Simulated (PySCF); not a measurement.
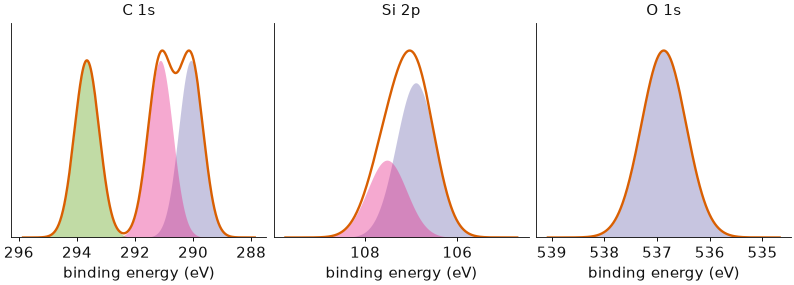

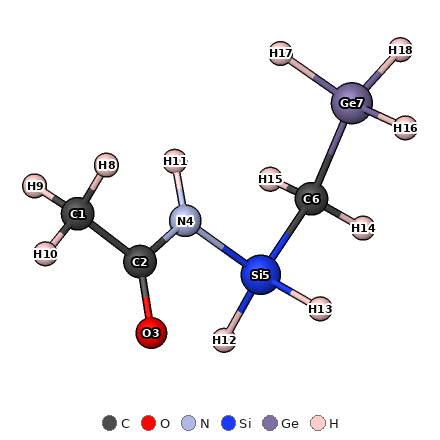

Simulated XPS of C₃H₁₁GeNOSi, SMILES CC(=O)N[SiH2][CH2][GeH3], singlet. Vertical core-electron binding energies by ΔSCF (SCAN, pcX-2 on the ionised atom, pcseg-1 elsewhere, spin-free X2C; PySCF 2.14.0, at a PBE0-D3(BJ)/def2-SVP geometry (no frequency check)), gas phase, against the vacuum level. One atom of each kind was ionised; within a panel, areas follow the number of like atoms and 2j + 1 (2p levels are split by first-order spin-orbit coupling, an approximation), each panel is scaled alone, Gaussians of 1.0 eV full width. Only the regions named are shown. Lines closer than the width merge in the curve.

Which atoms give which peak?

Answer.
```
   level  atoms  binding energy (eV)
    C 1s     C2                293.7
    C 1s     C1                291.1
    C 1s     C6                290.1
Si 2p1/2    Si5                107.5
Si 2p3/2    Si5                106.9
    O 1s     O3                536.9
```

How large is the chemical shift across the C 1s region?

Answer. 3.6 eV, from C6 at 290.1 eV to C2 at 293.7 eV.

Caveats: one conformer of a flexible molecule.
